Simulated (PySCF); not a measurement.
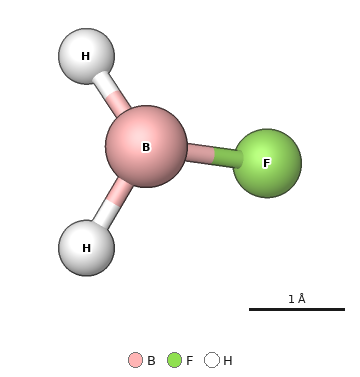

Figure 1. The input geometry (ball-and-stick view, seen at a tilt). Bond lengths as drawn: B–F 1.50 Å and B–H 1.24 Å.

**BH2F (charge −1): single-point calculation**

The run: single-point calculation of BH2F, charge −1, multiplicity 4, SMILES [BH2-]F. Method and program: NEVPT2/STO-6G, ROHF (PySCF 2.14.0).

The geometry is that of the parent species in another charge or spin state. The geometry comes from this level: GFN2-xTB.

**Log**
```
converged SCF energy = -124.117917285643
E(UMP2) = -124.142304140238  E_corr = -0.0243868545950823
E(SCS-UMP2) = -124.145646423099  E_corr = -0.027729137456886
natural occupations [2.     2.     1.9999 1.9997 1.9991 1.9921 1.9907 1.0009 1.0005 1.0004
 0.0089 0.0079]
CASSCF energy = -124.159996685774
CASCI E = -124.159996685774  E(CI) = -40.3969977603472  S^2 = 3.7500000
Sr    (-1)',   E = -0.00000000000000
Si    (+1)',   E = -0.00020116146226
Sijrs (0)  ,   E = 0.00000000000000
Sijr  (+1) ,   E = -0.00000000000000
Srsi  (-1) ,   E = -0.00000000000000
Srs   (-2) ,   E = 0.00000000000000
Sij   (+2) ,   E = -0.00016944192856
Sir   (0)' ,   E = -0.00000000000000
Nevpt2 Energy = -0.000370603390817
E = -124.1603672892 Eh
```

The run was set up as follows.

**The input (input.py)**
```python
import numpy
from pyscf import gto, scf, mp, mcscf, mrpt

mol = gto.Mole()
mol.atom = 'B -0.086340 0.304430 0.102380; F 1.031910 -0.468820 0.732960; H -1.140340 -0.333670 0.256190; H 0.194760 0.498060 -1.091520'
mol.max_memory = 1860
mol.spin = 3
mol.verbose = 3
mol.charge = -1
mol.basis = 'sto-6g'
mol.build()

mf = scf.ROHF(mol)
mf.conv_tol = 1e-10
mf.kernel()
if not mf.converged:
    mf = mf.newton().run(mf.mo_coeff, mf.mo_occ)

pt = mp.MP2(scf.addons.convert_to_uhf(mf)).run()
noons, natorbs = mcscf.addons.make_natural_orbitals(pt)
print('natural occupations', numpy.round(noons[:40], 4))
cas = mcscf.CASSCF(mf, 10, 13)
cas.fix_spin_(ss=3.75)
cas.natorb = True
cas.kernel(natorbs)
e_pt2 = mrpt.NEVPT(cas).kernel()
etot = cas.e_tot + e_pt2
print('E = %.10f Eh' % etot)
```

Command:
```bash
OMP_NUM_THREADS=1 python input.py
```

**Key numbers**

- outcome: converged
- total energy: −124.160367 hartree
- SCF energy: −124.117917 hartree
- correlation energy: −0.042450 hartree
- basis functions: 12
- ⟨S²⟩: 3.750
- hardware: 1 thread of Arm Neoverse V1, 24 GiB of memory available, shared host
- wall time: 9.3 s
- peak memory: 0.15 GiB

**Notes**

The record of the run, not the program, notes: dipole of an ion depends on the origin.
